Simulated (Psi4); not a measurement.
# ZrO2 (zirconia): wB97X-V/def2-TZVP (core potential)

Aim: the energy change on altering one bond length of ZrO2 (zirconia) at wB97X-V/def2-TZVP (core potential), from 2 runs. 

The results are computed with Psi4 1.11.

1 further run of the same task is left out (set aside as unsound or not needed).

### 1 Starting point

ZrO2 has 3 atoms, charge 0, and is taken as a singlet. SMILES: `[O]=[Zr]=[O]`. The shape is that of a PBE0-D4/def2-TZVP optimisation.

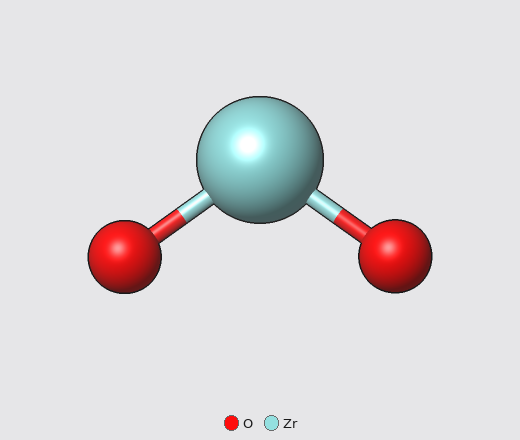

The structure, seen from a chosen angle (oxygen red, zirconium light teal).

### 2 A single-point energy at wB97X-V/def2-TZVP (core potential)

Input file o2zr.xyz:

```xyz
3
O2Zr
O      0.654500     1.252500     0.388400
Zr     0.348500    -0.481700     0.351800
O     -1.003000    -0.770800    -0.740100
```

Input file run.py:

```python
import numpy as np
from ase.calculators.psi4 import Psi4
from ase.io import read

mol = read('o2zr.xyz')
calc = Psi4(atoms=mol, method='wb97x-v', basis='def2-TZVP', memory='1600MB', num_threads=1, charge=0, multiplicity=1, label='o2zr', reference='rks')
calc.psi4.set_options({'puream': True, 'e_convergence': 1e-09, 'd_convergence': 1e-08, 'scf_type': 'pk', 'dft_radial_points': 99, 'dft_spherical_points': 590})
mol.calc = calc

print(f'energy: {mol.get_potential_energy():.6f} eV')
```

On the command line:

```sh
$ python run.py
```

o2zr.dat:

```text
[...]
    !!!  WARNING: ECP capability is in beta. Please check occupations closely.  !!!
[...]
  Running in c1 symmetry.
[...]
  Nuclear repulsion =   69.572827701783439
[...]
  Multiplicity = 1
[...]
  Nalpha       = 14
  Nbeta        = 14
[...]
    Number of basis functions: 102
[...]
   @RKS iter   1:  -196.71230851640976   -2.03914e-01   1.35042e-02 ADIIS/DIIS
[...]
   @RKS iter  15:  -197.51849543831088   -6.56541e-12   5.75538e-09 DIIS
[...]
    Orbital Energies [Eh]
    ---------------------
    Doubly Occupied:
       1A    -19.141144     2A    -19.141140     3A     -2.235142
       4A     -1.396757     5A     -1.386426     6A     -1.368883
       7A     -0.938534     8A     -0.922233     9A     -0.424485
      10A     -0.405174    11A     -0.398952    12A     -0.381309
      13A     -0.362423    14A     -0.334159
[...]
  @RKS Final Energy:  -197.51849543831088
   => Energetics <=
    Nuclear Repulsion Energy =             69.5728277017834387
    One-Electron Energy =                -426.1215827202292985
    Two-Electron Energy =                 174.8179574244505261
    DFT Exchange-Correlation Energy =     -15.8988645680978387
    Empirical Dispersion Energy =           0.0000000000000000
    VV10 Nonlocal Energy =                  0.1111667237822817
    Total Energy =                       -197.5184954383108789
[...]
 Multipole Moments:
 ------------------------------------------------------------------------------------
     Multipole            Electronic (a.u.)      Nuclear  (a.u.)        Total (a.u.)
 ------------------------------------------------------------------------------------
 L = 1.  Multiply by 2.5417464519 to convert [e a0] to [Debye]
 Dipole X            :         10.1984638           -8.5466382            1.6518256
 Dipole Y            :        -14.0964525           11.8132443           -2.2832082
 Dipole Z            :         10.2940641           -8.6267502            1.6673140
 Magnitude           :                                                    3.2743706
[...]
```

On the terminal:

```text
energy: -5374.752026 eV
```

It took 50 s on 1 thread of Intel Xeon Platinum 8259CL at 2.50GHz (Skylake/Cascade Lake), shared host; peak memory 0.75 GiB.

### 3 The distorted shape at the same level

Input file o2zr.py:

```python
import psi4

psi4.set_memory('1600 MB')
psi4.set_num_threads(1)
psi4.set_output_file('psi4.out', False)

geom = psi4.geometry("""
O
Zr 1 2.0256
O 2 1.761356 1 107.92594
symmetry c1
""")

psi4.set_options(dict(puream=True, e_convergence=1e-09, d_convergence=1e-08, scf_type='pk', dft_radial_points=99, dft_spherical_points=590))

result = psi4.energy('wb97x-v/def2-TZVP', molecule=geom)
print('E =', round(result, 9))
```

On the command line:

```sh
$ python o2zr.py
```

psi4.out:

```text
[...]
    !!!  WARNING: ECP capability is in beta. Please check occupations closely.  !!!
[...]
  Running in c1 symmetry.
[...]
  Nuclear repulsion =   64.966800626228590
[...]
  Multiplicity = 1
[...]
  Nalpha       = 14
  Nbeta        = 14
[...]
    Number of basis functions: 102
[...]
   @RKS iter   1:  -196.56850279602682   -2.82698e-01   1.38641e-02 ADIIS/DIIS
[...]
   @RKS iter  17:  -197.47971138547643   -1.11697e-11   6.27243e-09 DIIS
[...]
    Orbital Energies [Eh]
    ---------------------
    Doubly Occupied:
       1A    -19.174518     2A    -19.131780     3A     -2.272768
       4A     -1.427049     5A     -1.406710     6A     -1.397604
       7A     -0.960584     8A     -0.913798     9A     -0.423516
      10A     -0.418963    11A     -0.417101    12A     -0.348903
      13A     -0.336418    14A     -0.318888
[...]
  @RKS Final Energy:  -197.47971138547643
   => Energetics <=
    Nuclear Repulsion Energy =             64.9668006262285900
    One-Electron Energy =                -416.6756803789615446
    Two-Electron Energy =                 169.9085741635186082
    DFT Exchange-Correlation Energy =     -15.7909546019831311
    Empirical Dispersion Energy =           0.0000000000000000
    VV10 Nonlocal Energy =                  0.1115488057210559
    Total Energy =                       -197.4797113854764348
[...]
 Multipole Moments:
 ------------------------------------------------------------------------------------
     Multipole            Electronic (a.u.)      Nuclear  (a.u.)        Total (a.u.)
 ------------------------------------------------------------------------------------
 L = 1.  Multiply by 2.5417464519 to convert [e a0] to [Debye]
 Dipole X            :        -16.1376627           13.6995642           -2.4380985
 Dipole Y            :        -14.8003695           12.1269627           -2.6734067
 Dipole Z            :         -0.0000000            0.0000000           -0.0000000
 Magnitude           :                                                    3.6182078
[...]
```

On the terminal:

```text
E = -197.479711385
```

It took 72 s on 1 thread of Intel Xeon Platinum 8259CL at 2.50GHz (Skylake/Cascade Lake), shared host; peak memory 0.72 GiB.

### 4 Summary of results

Level: wB97X-V/def2-TZVP (core potential).

```
                                                          quantity          value
                                         first shape: total energy  -197.51850 Eh
                                        first shape: dipole moment         8.32 D
                                          first shape: HOMO energy       -9.09 eV
                                          first shape: LUMO energy       -1.27 eV
                                        first shape: HOMO–LUMO gap        7.82 eV
                                     distorted shape: total energy  -197.47971 Eh
                                    distorted shape: dipole moment         9.20 D
                                      distorted shape: HOMO energy       -8.68 eV
                                      distorted shape: LUMO energy       -1.64 eV
                                    distorted shape: HOMO–LUMO gap        7.03 eV
energy change with the O1–Zr2 bond stretched from 1.761 to 2.026 Å       1.055 eV
```

**Reading.** With the O1–Zr2 bond stretched from 1.761 to 2.026 Å the energy rises by 1.06 eV (102 kJ/mol). The first shape isn't relaxed at this level, so the change isn't measured from a minimum.
